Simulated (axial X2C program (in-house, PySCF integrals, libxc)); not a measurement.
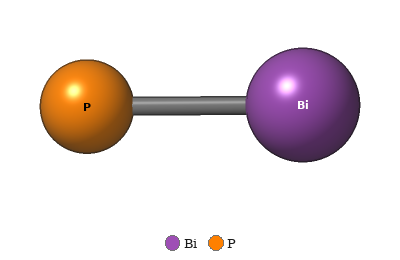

Fig. 1: The molecule at the reference distance of 2.283 Å.

**Run report: BiP, relativistic diatomic calculation**

System: BiP, single determinant with Ω = 1 (not the lowest found). The distance is the PBE0 minimum at charge 0.
Method: expectation values, HF and Kohn-Sham, two-component X2C with atomic mean-field Coulomb and Gaunt terms, Bi dyall-cv3z, P dyall-v3z (cores contracted) (axial X2C program (in-house, PySCF integrals, libxc)).

Input:
```
{"zs": [83, 15], "q": 0, "bas": ["dyall-cv3z", "dyall-v3z"], "r0": 2.43, "levels": ["PBE0", "HF", "LDA", "r2SCAN", "BHandHLYP"], "nst": 3}
```

The line is the task of a batch: nuclear charges, charge, bases, the levels to run, a first guess of the distance and further settings. This report covers the levels named above. The log is that of the reference distance, started from orbitals converged before.

The run was one of a batch that the task file lists, launched with:
```bash
python <driver script> task.json out
```

Output:
```
two-component X2C + atomic mean field  PBE0
basis functions 201  fitting functions 1150  grid points 5080
iter        total energy     max residual
   1     -21884.915575187     2.69e-05
   2     -21884.915575187     8.55e-07
converged
one-electron -30471.92765559  Coulomb 8746.38828055  exact exchange -105.06022270  xc functional -321.75768501  nuclear repulsion 288.57889952  atomic mean-field constant -21.13719195
```

Expectation values by level of theory:

```tsv
quantity	PBE0	HF	LDA	r2SCAN	BHandHLYP
effective field for an electron dipole moment (GV/cm)	30.5	25.9	33.2	22.9	28.6
field gradient at the first nucleus (a.u.)	−5.40	−7.11	−3.79	−4.63	−5.73
field gradient at the second nucleus (a.u.)	0.0858	0.146	0.130	0.0521	0.196
A∥/gI, first nucleus (MHz)	3000	2560	2990	3220	2700
A∥/gI, second nucleus (MHz)	442	277	484	415	413
```

Each column comes from one determinant with 2 or more unpaired spinors, which can mix states, in a basis with contracted cores. The spread over the levels shows only part of the uncertainty.

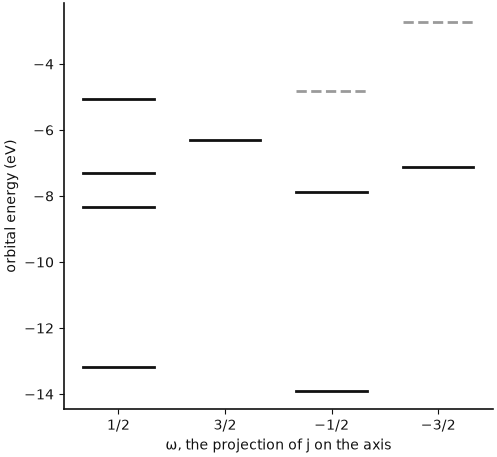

Fig. 2: Orbital energies (PBE0) near the frontier at 2.28 Å, filled (solid) and empty (dashed). The highest filled spinor (1/2; 45 % Bi p, 45 % P p) lies at −5.05 eV, the lowest empty one (−1/2; 49 % Bi p, 45 % P p) at −4.81 eV.

Results in brief:

- outcome: converged
- hardware: 1 thread of Arm Neoverse N1, 98 GiB of memory available, shared host
- wall time: 9.7 s
- peak memory: 0.41 GiB
